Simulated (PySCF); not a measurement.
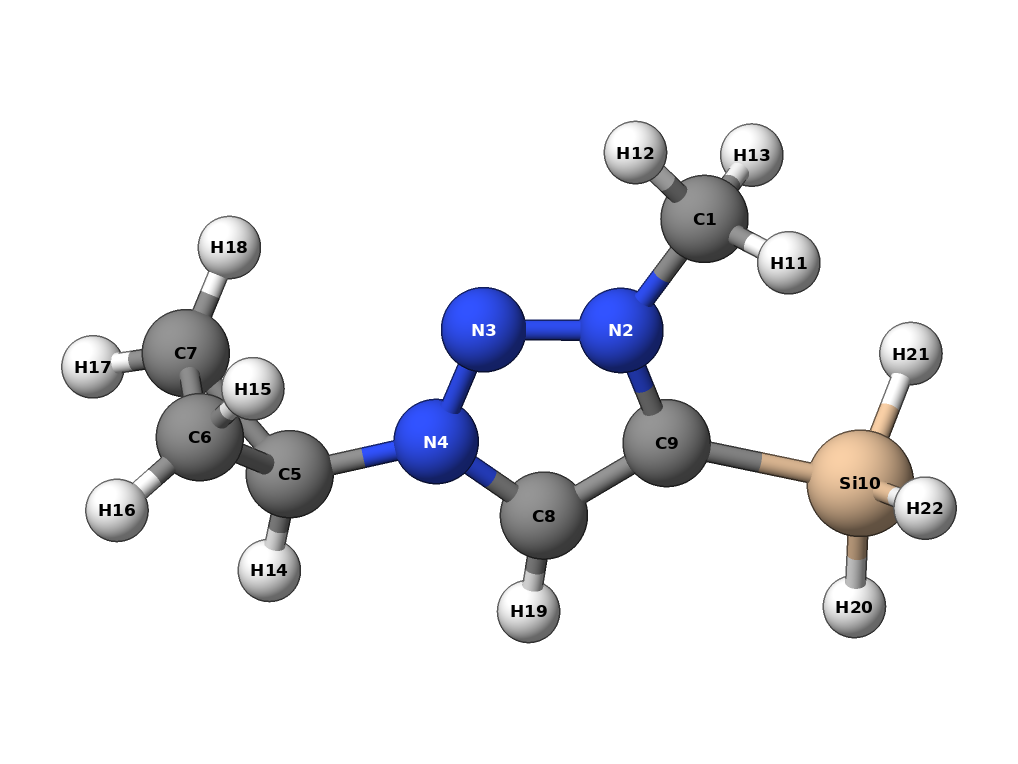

Every bond is drawn as one stick. State: charge +1, singlet. Computed geometry: GFN2-xTB optimisation. No frequency run is at hand to confirm it as a minimum. Level of theory: PBE0/pcSseg-1 (PySCF 2.14.0).

Which bond between heavy atoms has the highest Mayer bond order?

Answer. C8–C9, 1.47, at a length of 1.379 Å.

List the Mayer bond orders of C1–N2, N2–N3, N2–C9, N3–N4, N4–C5, N4–C8, C5–C6, C5–C7, C6–C7, C8–C9, C9–Si10 (bonds between heavy atoms, one of each equivalent set).

```tsv
bond	Mayer order	length (Å)
C1–N2	0.88	1.431
N2–N3	1.26	1.303
N2–C9	1.12	1.351
N3–N4	1.27	1.301
N4–C5	0.83	1.417
N4–C8	1.17	1.350
C5–C6	0.94	1.507
C5–C7	0.93	1.507
C6–C7	0.96	1.489
C8–C9	1.47	1.379
C9–Si10	0.80	1.914
```

The geometry is semi-empirical. Around Si such bond lengths and angles can be off by a tenth of an ångström or more and by several degrees, and values that hang on the shape move with them.
